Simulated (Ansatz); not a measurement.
# SnH₃ (doublet): RPA-PBE over a scan of the distance Sn1–H4, def2-SVP

Aim: run SnH₃ (doublet) with these functionals over a scan of the distance Sn1–H4, and hold them against the top wave-function level at the same points.

Method: def2-SVP, all electrons in the functionals, frozen cores in the correlation of double hybrids and RPA; program: Ansatz 0.2.0, Gaussian basis.

To be run: RPA-PBE, at 1.393 Å; 1.580 Å; 1.715 Å; 1.907 Å; 2.120 Å; 2.382 Å; 2.757 Å; 3.205 Å; 3.824 Å; 4.686 Å; 5.917 Å.

### Step 1. The geometry

The geometry derives from a PBE0/def2-TZVP stationary point (not a proven minimum). One bond is set to the value named and the two fragments are kept rigid. No spin-orbit coupling is included. Elements past krypton take def2 core potentials.

4 atoms, charge 0, spin multiplicity 2.

Atoms are counted from 1 here; the program's logs count them from 0.

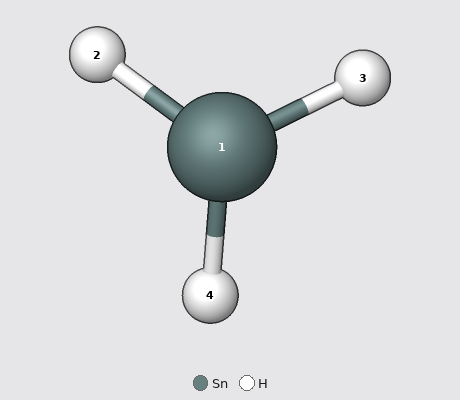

The structure; tin teal, hydrogen white; atoms are numbered from 1 in the order of the file.

No dispersion term is added.

The geometry shown and the zero of energy belong to the point 1.715 Å. The yardstick, FCI, and other wave-function levels (R restricted, U unrestricted, valence and pair active spaces) come from earlier runs.

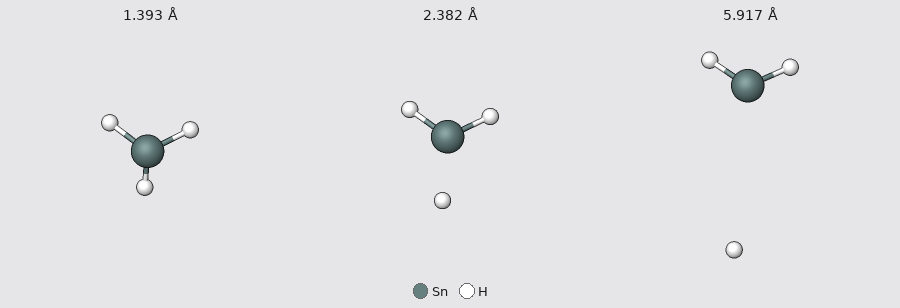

Three points of the scan; sticks are drawn by distance.

### Step 2. RPA-PBE, 1.393 Å

File in.yaml:

```yaml
crystal:
  periodic: [false, false, false]
  atoms:
    - {symbol: Sn, position_ang: [-0.001196, -0.002185, -0.013174]}
    - {symbol: H, position_ang: [1.615790, 0.011331, 0.557705]}
    - {symbol: H, position_ang: [-0.824337, 1.392748, 0.550148]}
    - {symbol: H, position_ang: [-0.650568, -1.146732, 0.443749]}
basis:
  gaussian: {orbitals: def2-SVP}
magnetization: {spin_polarized: true, initial_magnetization: 1}
hamiltonian: {xc: {name: PBE}}
correlation: {method: rpa, electrons: outside_noble_gas}
```

Run with:

```bash
ansatz run in.yaml --threads 1 --pin off --events-out ev --progress --plain --max-ram 4096MiB --backend cpu
```

What it wrote:

```text
Functional definition: PBE
  name "PBE"
  cite "Perdew, Burke & Ernzerhof, Phys. Rev. Lett. 77, 3865 (1996) doi:10.1103/PhysRevLett.77.3865"
  parent pbe
  parameter kappa = 0.804
  parameter beta = 0.06672455060314922
  exchange = pbe_x(kappa = kappa, mu = beta*pi^2/3)
  correlation = pbe_c(beta = beta)
495 factors; integrals over basis functions are off by at most 4.4e-4 eV
mean field evaluation 1: about -5876.1845 eV, gradient 9.6e0 eV
mean field evaluation 2: about -5876.1813 eV, gradient 9.6e0 eV
mean field evaluation 4: about -5876.8893 eV, gradient 1.4e0 eV
mean field evaluation 8: about -5876.9040 eV, gradient 1.7e-2 eV
mean field evaluation 16: about -5876.9040 eV, gradient 6.2e-6 eV
mean field -5876.90402968 eV, -215.9722395820 hartree, gradient 6.2e-6 eV, S^2 0.751150; 0 other end points of the search recorded, 0 dependent functions left out
9 core orbitals not correlated: weight in the atoms' cores, before any rotation towards them, 0.990 or more for the frozen orbitals, at most 0.005 for the correlated occupied ones
reference -5849.82906968 eV, -214.9772531543 hartree; 4, 3 occupied and 28, 29 virtual orbitals, 495 factors
Total energy: -5854.96240212 eV, -215.1658996417 hartree
```

It took 0.97 s on 1 thread of AMD EPYC 7R13, shared host.

From the report: ⟨S²⟩ of the determinant 0.751 (pure doublet: 0.75).

### Step 3. RPA-PBE, 1.580 Å

File in.yaml:

```yaml
crystal:
  periodic: [false, false, false]
  atoms:
    - {symbol: Sn, position_ang: [-0.000474, -0.000913, -0.013682]}
    - {symbol: H, position_ang: [1.616511, 0.012601, 0.557197]}
    - {symbol: H, position_ang: [-0.823613, 1.394021, 0.549640]}
    - {symbol: H, position_ang: [-0.737021, -1.299106, 0.504579]}
basis:
  gaussian: {orbitals: def2-SVP}
magnetization: {spin_polarized: true, initial_magnetization: 1}
hamiltonian: {xc: {name: PBE}}
correlation: {method: rpa, electrons: outside_noble_gas}
```

The command is unchanged.

What it wrote (excerpt; [...] marks lines left out):

```text
Functional definition: PBE
  name "PBE"
  cite "Perdew, Burke & Ernzerhof, Phys. Rev. Lett. 77, 3865 (1996) doi:10.1103/PhysRevLett.77.3865"
  parent pbe
[...]
495 factors; integrals over basis functions are off by at most 4.4e-4 eV
[...]
mean field -5877.90826010 eV, -216.0091443693 hartree, gradient 4.6e-6 eV, S^2 0.751025; 0 other end points of the search recorded, 0 dependent functions left out
9 core orbitals not correlated: weight in the atoms' cores, before any rotation towards them, 0.996 or more for the frozen orbitals, at most 0.003 for the correlated occupied ones
reference -5850.82678638 eV, -215.0139185665 hartree; 4, 3 occupied and 28, 29 virtual orbitals, 495 factors
Total energy: -5856.01595375 eV, -215.2046169503 hartree
```

It took 0.91 s on 1 thread of AMD EPYC 7R13, shared host.

From the report: ⟨S²⟩ of the determinant 0.751 (pure doublet: 0.75).

### Step 4. RPA-PBE, 1.715 Å

File in.yaml:

```yaml
crystal:
  periodic: [false, false, false]
  atoms:
    - {symbol: Sn, position_ang: [0.000046, 0.000005, -0.014048]}
    - {symbol: H, position_ang: [1.617032, 0.013522, 0.556831]}
    - {symbol: H, position_ang: [-0.823095, 1.394937, 0.549273]}
    - {symbol: H, position_ang: [-0.799363, -1.408992, 0.548448]}
basis:
  gaussian: {orbitals: def2-SVP}
magnetization: {spin_polarized: true, initial_magnetization: 1}
hamiltonian: {xc: {name: PBE}}
correlation: {method: rpa, electrons: outside_noble_gas}
```

Launched as before.

What it wrote (excerpt; [...] marks lines left out):

```text
Functional definition: PBE
  name "PBE"
  cite "Perdew, Burke & Ernzerhof, Phys. Rev. Lett. 77, 3865 (1996) doi:10.1103/PhysRevLett.77.3865"
  parent pbe
[...]
495 factors; integrals over basis functions are off by at most 4.4e-4 eV
[...]
mean field -5878.09476969 eV, -216.0159984703 hartree, gradient 2.6e-6 eV, S^2 0.750947; 0 other end points of the search recorded, 0 dependent functions left out
9 core orbitals not correlated: weight in the atoms' cores, before any rotation towards them, 0.997 or more for the frozen orbitals, at most 0.002 for the correlated occupied ones
reference -5850.96411276 eV, -215.0189652181 hartree; 4, 3 occupied and 28, 29 virtual orbitals, 495 factors
Total energy: -5856.20806996 eV, -215.2116770908 hartree
```

It took 0.94 s on 1 thread of AMD EPYC 7R13, shared host.

From the report: ⟨S²⟩ of the determinant 0.751 (pure doublet: 0.75).

### Step 5. RPA-PBE, 1.907 Å

File in.yaml:

```yaml
crystal:
  periodic: [false, false, false]
  atoms:
    - {symbol: Sn, position_ang: [0.000788, 0.001312, -0.014570]}
    - {symbol: H, position_ang: [1.617774, 0.014829, 0.556309]}
    - {symbol: H, position_ang: [-0.822353, 1.396244, 0.548752]}
    - {symbol: H, position_ang: [-0.888193, -1.565559, 0.610951]}
basis:
  gaussian: {orbitals: def2-SVP}
magnetization: {spin_polarized: true, initial_magnetization: 1}
hamiltonian: {xc: {name: PBE}}
correlation: {method: rpa, electrons: outside_noble_gas}
```

Launched as before.

What it wrote (excerpt; [...] marks lines left out):

```text
Functional definition: PBE
  name "PBE"
  cite "Perdew, Burke & Ernzerhof, Phys. Rev. Lett. 77, 3865 (1996) doi:10.1103/PhysRevLett.77.3865"
  parent pbe
[...]
495 factors; integrals over basis functions are off by at most 5.8e-4 eV
[...]
mean field -5877.96426748 eV, -216.0112026025 hartree, gradient 2.7e-6 eV, S^2 0.750857; 0 other end points of the search recorded, 0 dependent functions left out
9 core orbitals not correlated: weight in the atoms' cores, before any rotation towards them, 0.997 or more for the frozen orbitals, at most 0.002 for the correlated occupied ones
reference -5850.72315999 eV, -215.0101103672 hartree; 4, 3 occupied and 28, 29 virtual orbitals, 495 factors
Total energy: -5856.06252454 eV, -215.2063283949 hartree
```

Wall time 1.1 s (1 thread of AMD EPYC 7R13, shared host).

From the report: ⟨S²⟩ of the determinant 0.751 (pure doublet: 0.75).

From 1.715 Å: +14.0 kJ/mol.

### Step 6. RPA-PBE, 2.120 Å

File in.yaml:

```yaml
crystal:
  periodic: [false, false, false]
  atoms:
    - {symbol: Sn, position_ang: [0.001610, 0.002761, -0.015149]}
    - {symbol: H, position_ang: [1.618596, 0.016278, 0.555730]}
    - {symbol: H, position_ang: [-0.821531, 1.397693, 0.548173]}
    - {symbol: H, position_ang: [-0.986665, -1.739120, 0.680240]}
basis:
  gaussian: {orbitals: def2-SVP}
magnetization: {spin_polarized: true, initial_magnetization: 1}
hamiltonian: {xc: {name: PBE}}
correlation: {method: rpa, electrons: outside_noble_gas}
```

Same command.

What it wrote (excerpt; [...] marks lines left out):

```text
Functional definition: PBE
  name "PBE"
  cite "Perdew, Burke & Ernzerhof, Phys. Rev. Lett. 77, 3865 (1996) doi:10.1103/PhysRevLett.77.3865"
  parent pbe
[...]
495 factors; integrals over basis functions are off by at most 6.0e-4 eV
[...]
mean field -5877.56708233 eV, -215.9966063174 hartree, gradient 8.8e-6 eV, S^2 0.750961; 0 other end points of the search recorded, 0 dependent functions left out
9 core orbitals not correlated: weight in the atoms' cores, before any rotation towards them, 0.997 or more for the frozen orbitals, at most 0.002 for the correlated occupied ones
reference -5850.16973915 eV, -214.9897725265 hartree; 4, 3 occupied and 28, 29 virtual orbitals, 495 factors
Total energy: -5855.63613005 eV, -215.1906586866 hartree
```

Run time: 1 s. Hardware: 1 thread of AMD EPYC 7R13, shared host.

From the report: ⟨S²⟩ of the determinant 0.751 (pure doublet: 0.75).

From 1.715 Å: +55.2 kJ/mol.

### Step 7. RPA-PBE, 2.382 Å

File in.yaml:

```yaml
crystal:
  periodic: [false, false, false]
  atoms:
    - {symbol: Sn, position_ang: [0.002621, 0.004543, -0.015860]}
    - {symbol: H, position_ang: [1.619607, 0.018060, 0.555019]}
    - {symbol: H, position_ang: [-0.820520, 1.399475, 0.547462]}
    - {symbol: H, position_ang: [-1.107789, -1.952608, 0.765468]}
basis:
  gaussian: {orbitals: def2-SVP}
magnetization: {spin_polarized: true, initial_magnetization: 1}
hamiltonian: {xc: {name: PBE}}
correlation: {method: rpa, electrons: outside_noble_gas}
```

Launched as before.

What it wrote (excerpt; [...] marks lines left out):

```text
Functional definition: PBE
  name "PBE"
  cite "Perdew, Burke & Ernzerhof, Phys. Rev. Lett. 77, 3865 (1996) doi:10.1103/PhysRevLett.77.3865"
  parent pbe
[...]
495 factors; integrals over basis functions are off by at most 5.7e-4 eV
[...]
mean field -5876.98108342 eV, -215.9750712549 hartree, gradient 2.4e-6 eV, S^2 0.753760; 0 other end points of the search recorded, 0 dependent functions left out
9 core orbitals not correlated: weight in the atoms' cores, before any rotation towards them, 0.997 or more for the frozen orbitals, at most 0.002 for the correlated occupied ones
reference -5849.38015331 eV, -214.9607557819 hartree; 4, 3 occupied and 28, 29 virtual orbitals, 495 factors
Total energy: -5855.01867254 eV, -215.1679675417 hartree
```

Run time: 1.1 s. Hardware: 1 thread of AMD EPYC 7R13, shared host.

From the report: ⟨S²⟩ of the determinant 0.754 (pure doublet: 0.75).

From 1.715 Å: +114.8 kJ/mol.

### Step 8. RPA-PBE, 2.757 Å

File in.yaml:

```yaml
crystal:
  periodic: [false, false, false]
  atoms:
    - {symbol: Sn, position_ang: [0.004069, 0.007094, -0.016879]}
    - {symbol: H, position_ang: [1.621054, 0.020611, 0.554000]}
    - {symbol: H, position_ang: [-0.819073, 1.402026, 0.546443]}
    - {symbol: H, position_ang: [-1.281154, -2.258172, 0.887454]}
basis:
  gaussian: {orbitals: def2-SVP}
magnetization: {spin_polarized: true, initial_magnetization: 1}
hamiltonian: {xc: {name: PBE}}
correlation: {method: rpa, electrons: outside_noble_gas}
```

The command is unchanged.

What it wrote (excerpt; [...] marks lines left out):

```text
Functional definition: PBE
  name "PBE"
  cite "Perdew, Burke & Ernzerhof, Phys. Rev. Lett. 77, 3865 (1996) doi:10.1103/PhysRevLett.77.3865"
  parent pbe
[...]
495 factors; integrals over basis functions are off by at most 4.2e-4 eV
[...]
mean field -5876.25623030 eV, -215.9484333941 hartree, gradient 3.7e-6 eV, S^2 0.802213; 3 other end points of the search recorded, 0 dependent functions left out
9 core orbitals not correlated: weight in the atoms' cores, before any rotation towards them, 0.997 or more for the frozen orbitals, at most 0.002 for the correlated occupied ones
reference -5848.62549746 eV, -214.9330226910 hartree; 4, 3 occupied and 28, 29 virtual orbitals, 495 factors
Total energy: -5854.25629847 eV, -215.1399508114 hartree
```

Run time: 1.6 s. Hardware: 1 thread of AMD EPYC 7R13, shared host.

From the report: ⟨S²⟩ of the determinant 0.802 (pure doublet: 0.75).

From 1.715 Å: +188.3 kJ/mol.

### Step 9. RPA-PBE, 3.205 Å

File in.yaml:

```yaml
crystal:
  periodic: [false, false, false]
  atoms:
    - {symbol: Sn, position_ang: [0.005798, 0.010142, -0.018096]}
    - {symbol: H, position_ang: [1.622784, 0.023659, 0.552783]}
    - {symbol: H, position_ang: [-0.817343, 1.405074, 0.545226]}
    - {symbol: H, position_ang: [-1.488268, -2.623220, 1.033188]}
basis:
  gaussian: {orbitals: def2-SVP}
magnetization: {spin_polarized: true, initial_magnetization: 1}
hamiltonian: {xc: {name: PBE}}
correlation: {method: rpa, electrons: outside_noble_gas}
```

Launched as before.

What it wrote (excerpt; [...] marks lines left out):

```text
Functional definition: PBE
  name "PBE"
  cite "Perdew, Burke & Ernzerhof, Phys. Rev. Lett. 77, 3865 (1996) doi:10.1103/PhysRevLett.77.3865"
  parent pbe
[...]
496 factors; integrals over basis functions are off by at most 4.3e-4 eV
[...]
mean field -5875.82633374 eV, -215.9326349870 hartree, gradient 4.0e-6 eV, S^2 0.853764; 6 other end points of the search recorded, 0 dependent functions left out
9 core orbitals not correlated: weight in the atoms' cores, before any rotation towards them, 0.997 or more for the frozen orbitals, at most 0.002 for the correlated occupied ones
reference -5848.73372562 eV, -214.9370000023 hartree; 4, 3 occupied and 28, 29 virtual orbitals, 496 factors
Total energy: -5853.85527641 eV, -215.1252135225 hartree
```

Run time: 2.4 s. Hardware: 1 thread of AMD EPYC 7R13, shared host.

From the report: ⟨S²⟩ of the determinant 0.854 (pure doublet: 0.75).

From 1.715 Å: +227.0 kJ/mol.

### Step 10. RPA-PBE, 3.824 Å

File in.yaml:

```yaml
crystal:
  periodic: [false, false, false]
  atoms:
    - {symbol: Sn, position_ang: [0.008187, 0.014353, -0.019777]}
    - {symbol: H, position_ang: [1.625173, 0.027870, 0.551102]}
    - {symbol: H, position_ang: [-0.814954, 1.409285, 0.543545]}
    - {symbol: H, position_ang: [-1.774436, -3.127605, 1.234547]}
basis:
  gaussian: {orbitals: def2-SVP}
magnetization: {spin_polarized: true, initial_magnetization: 1}
hamiltonian: {xc: {name: PBE}}
correlation: {method: rpa, electrons: outside_noble_gas}
```

The command is unchanged.

What it wrote (excerpt; [...] marks lines left out):

```text
Functional definition: PBE
  name "PBE"
  cite "Perdew, Burke & Ernzerhof, Phys. Rev. Lett. 77, 3865 (1996) doi:10.1103/PhysRevLett.77.3865"
  parent pbe
[...]
498 factors; integrals over basis functions are off by at most 4.3e-4 eV
[...]
mean field -5875.70677745 eV, -215.9282413741 hartree, gradient 4.3e-6 eV, S^2 0.765575; 3 other end points of the search recorded, 0 dependent functions left out
9 core orbitals not correlated: weight in the atoms' cores, before any rotation towards them, 0.997 or more for the frozen orbitals, at most 0.002 for the correlated occupied ones
reference -5848.87267351 eV, -214.9421062431 hartree; 4, 3 occupied and 28, 29 virtual orbitals, 498 factors
Total energy: -5853.86255656 eV, -215.1254810629 hartree
```

It took 1.6 s on 1 thread of AMD EPYC 7R13, shared host.

From the report: ⟨S²⟩ of the determinant 0.766 (pure doublet: 0.75).

From 1.715 Å: +226.3 kJ/mol.

### Step 11. RPA-PBE, 4.686 Å

File in.yaml:

```yaml
crystal:
  periodic: [false, false, false]
  atoms:
    - {symbol: Sn, position_ang: [0.011514, 0.020217, -0.022118]}
    - {symbol: H, position_ang: [1.628500, 0.033735, 0.548761]}
    - {symbol: H, position_ang: [-0.811627, 1.415150, 0.541204]}
    - {symbol: H, position_ang: [-2.172945, -3.829996, 1.514953]}
basis:
  gaussian: {orbitals: def2-SVP}
magnetization: {spin_polarized: true, initial_magnetization: 1}
hamiltonian: {xc: {name: PBE}}
correlation: {method: rpa, electrons: outside_noble_gas}
```

Launched as before.

What it wrote (excerpt; [...] marks lines left out):

```text
Functional definition: PBE
  name "PBE"
  cite "Perdew, Burke & Ernzerhof, Phys. Rev. Lett. 77, 3865 (1996) doi:10.1103/PhysRevLett.77.3865"
  parent pbe
[...]
496 factors; integrals over basis functions are off by at most 4.3e-4 eV
[...]
mean field -5875.69259640 eV, -215.9277202301 hartree, gradient 3.4e-6 eV, S^2 0.750142; 4 other end points of the search recorded, 0 dependent functions left out
9 core orbitals not correlated: weight in the atoms' cores, before any rotation towards them, 0.997 or more for the frozen orbitals, at most 0.002 for the correlated occupied ones
reference -5848.88774823 eV, -214.9426602289 hartree; 4, 3 occupied and 28, 29 virtual orbitals, 496 factors
Total energy: -5853.87809823 eV, -215.1260522089 hartree
```

It took 1.7 s on 1 thread of AMD EPYC 7R13, shared host.

From the report: ⟨S²⟩ of the determinant 0.750 (pure doublet: 0.75).

From 1.715 Å: +224.8 kJ/mol.

### Step 12. RPA-PBE, 5.917 Å

File in.yaml:

```yaml
crystal:
  periodic: [false, false, false]
  atoms:
    - {symbol: Sn, position_ang: [0.016266, 0.028592, -0.025461]}
    - {symbol: H, position_ang: [1.633251, 0.042109, 0.545418]}
    - {symbol: H, position_ang: [-0.806876, 1.423524, 0.537861]}
    - {symbol: H, position_ang: [-2.742046, -4.833063, 1.915395]}
basis:
  gaussian: {orbitals: def2-SVP}
magnetization: {spin_polarized: true, initial_magnetization: 1}
hamiltonian: {xc: {name: PBE}}
correlation: {method: rpa, electrons: outside_noble_gas}
```

Launched as before.

What it wrote (excerpt; [...] marks lines left out):

```text
Functional definition: PBE
  name "PBE"
  cite "Perdew, Burke & Ernzerhof, Phys. Rev. Lett. 77, 3865 (1996) doi:10.1103/PhysRevLett.77.3865"
  parent pbe
[...]
495 factors; integrals over basis functions are off by at most 4.3e-4 eV
[...]
mean field -5875.68841879 eV, -215.9275667058 hartree, gradient 4.5e-6 eV, S^2 0.750000; 2 other end points of the search recorded, 0 dependent functions left out
9 core orbitals not correlated: weight in the atoms' cores, before any rotation towards them, 0.997 or more for the frozen orbitals, at most 0.002 for the correlated occupied ones
reference -5848.89141549 eV, -214.9427949981 hartree; 4, 3 occupied and 28, 29 virtual orbitals, 495 factors
Total energy: -5853.88050176 eV, -215.1261405368 hartree
```

It took 1.4 s on 1 thread of AMD EPYC 7R13, shared host.

From the report: ⟨S²⟩ of the determinant 0.750 (pure doublet: 0.75).

From 1.715 Å: +224.6 kJ/mol.

### Step 13. The comparison

The yardstick is full CI for this spin, exact in this basis with these frozen cores. It comes from earlier runs at the same points. Energies in kJ/mol, counted from 1.715 Å; blanks weren't run or aren't comparable.

```csv
level,1.393 Å,1.580 Å,1.715 Å,1.907 Å,2.120 Å,2.382 Å,2.757 Å,3.205 Å,3.824 Å,4.686 Å,5.917 Å
FCI,117.8,17.4,0.0,15.5,57.8,117.5,187.1,224.9,230.4,230.2,230.2
RPA-PBE,120.2,18.5,0.0,14.0,55.2,114.8,188.3,227.0,226.3,224.8,224.6
```

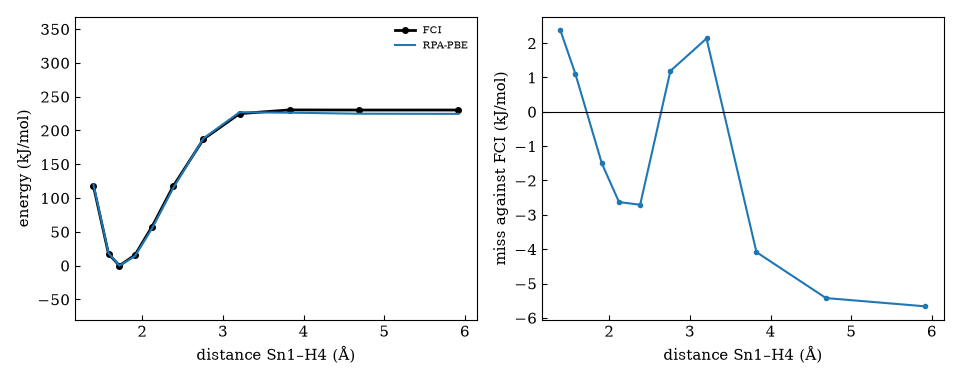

Left: the curves (the axis may cut off levels that run far away). Right: misses against FCI, in the same colours.

Largest miss and mean time a point (FCI took 16 s a point; shared hosts):

```csv
level,largest miss (kJ/mol),where,time a point
RPA-PBE,-5.7,5.917 Å,1.3 s
```

### Step 14. Summary of results

```
             quantity                  value
span of the FCI curve           230.4 kJ/mol
largest miss, RPA-PBE  -5.7 kJ/mol (5.917 Å)
```

RPA-PBE strays by up to 5.7 kJ/mol, at 5.917 Å. Functionals and the yardstick converge differently with the basis, so part of each miss in def2-SVP is the basis.
